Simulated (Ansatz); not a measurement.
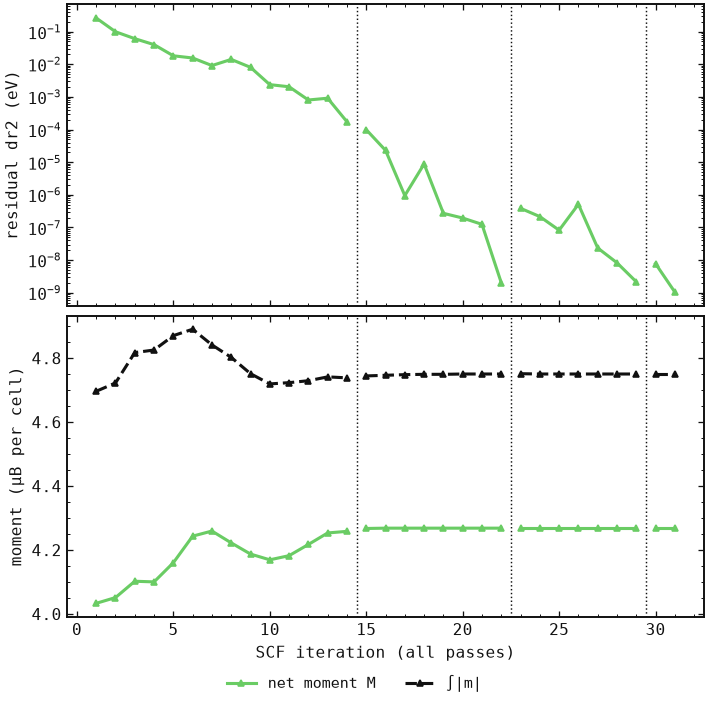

Figure. SCF iterations of a calculation: density residual dr2, magnetic moments. Co (P6_3/mmc, 2 atoms in the cell); DFT HSE06, scalar-relativistic, plane waves, PAW (Ansatz 0.2.0); cutoff 420 eV, 10×10×6 k-mesh, Gaussian smearing of 0.05 eV, collinear spins. Each stretch between dotted lines is one SCF of the hybrid functional between two exact rebuilds of the exchange operator by the outer loop. The run starts from the density of an earlier run. The program stopped pass 1 early, since the exchange operator was about to change. dr2 is the charge part; the magnetisation has a residual of its own.

It did not finish: the time limit cut it off after 31 iterations in all. There are 4 passes, of 14, 8, 7 and 2 iterations. The residual starts near 0.3 and ends near 10⁻⁹ eV. The net moment goes from 4.0 to 4.3 μB per cell, though in an unconverged run this needn't be final.
